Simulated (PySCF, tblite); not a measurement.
# C₅H₈B₂Cl₂: geometry, infrared bands and NMR shifts

Aim: predict the infrared bands and NMR shifts of C₅H₈B₂Cl₂ (`C=C1C[C@@H]1BCB(Cl)Cl`).

Computed with tblite 0.8.0 and PySCF 2.14.0, with density-fitted response routines of our own, on a single molecule in the gas phase. Atoms are numbered from 0 throughout.

## 1. The starting structure

17 atoms, charge 0, multiplicity 1; geometry from: force field or distance geometry start.

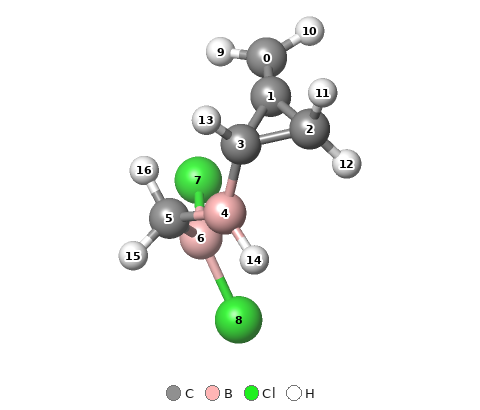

The starting geometry (carbon grey, boron pink, chlorine green, hydrogen white), atoms numbered.

## 2. Relaxing the molecule with GFN2-xTB

The job: settings as JSON, then the geometry in Å.

```
{"job": {"kind": "relax", "xc": "GFN2-xTB", "basis": "xTB"}, "charge": 0, "multiplicity": 1}
C     -1.186500     1.271600     1.486600
C     -1.388700     0.341400     0.554800
C     -1.972800    -0.989700     0.087500
C     -1.169900    -0.239700    -0.842800
B      0.324900    -0.765400    -1.026400
C      1.539700     0.258800    -1.029100
B      2.471500    -0.000800     0.235700
Cl     2.638700     1.288200     1.554300
Cl     3.448300    -1.569900     0.377800
H     -0.587400     2.139500     1.266000
H     -1.653200     1.169700     2.464500
H     -3.082900    -0.912500    -0.063900
H     -1.536700    -1.854100     0.620900
H     -1.674700     0.347900    -1.622500
H      0.530800    -1.913000    -1.149000
H      2.136000     0.139100    -1.943200
H      1.155800     1.301200    -0.981400
```

Launch:

```sh
$ OMP_NUM_THREADS=1 python probes_run.py task.json out
```

One launch serves the whole session: the jobs run in the order shown.

**Question.** This job is followed by: GFN2-xTB harmonic vibrations, gas phase; GIAO PBE0/pcSseg-1 NMR shielding, non-relativistic, gas phase. What will the session give for the following? strongest single infrared mode (GFN2-xTB); zero-point energy (GFN2-xTB); 13C shifts against TMS (PBE0/pcSseg-1); 1H shifts against TMS (PBE0/pcSseg-1); 11B shifts against BF3·OEt2 (PBE0/pcSseg-1); 35Cl shifts against HCl (PBE0/pcSseg-1, means over atoms taken as alike).

**Answer**, as computed:

| quantity | value |
| --- | --- |
| strongest single infrared mode (GFN2-xTB) | 1004 cm⁻¹, 358 km/mol |
| zero-point energy (GFN2-xTB) | 75.1 kcal/mol |
| 13C shifts against TMS (PBE0/pcSseg-1) | 142.6, 110.5, 49.0, 28.1, 18.0 ppm |
| 1H shifts against TMS (PBE0/pcSseg-1) | 6.50, 5.89, 5.61, 2.89, 2.78, 2.01, 1.89, 1.77 ppm |
| 11B shifts against BF3·OEt2 (PBE0/pcSseg-1) | 78.0, 58.6 ppm |
| 35Cl shifts against HCl (PBE0/pcSseg-1, means over atoms taken as alike) | 292 ppm |

What this shows: Over 184 steps the energy fell by 0.945 eV; of the close pairs, B6–Cl8 changed most, 1.854 to 1.722 Å. No mode is imaginary among the 45: a minimum at this level. The strongest single mode, at 1004 cm⁻¹, moves mainly B6 and C5. GFN2-xTB is a fitted tight-binding method: band positions and strengths are rough. Its intensities can rank the bands wrongly. The most deshielded carbon is C1 (fully substituted alkene carbon), at 142.6 ppm: the olefinic region. At PBE0/pcSseg-1: The widest tensor belongs to Cl7, Cl8: span 499 ppm, with a paramagnetic part of -490 ppm.
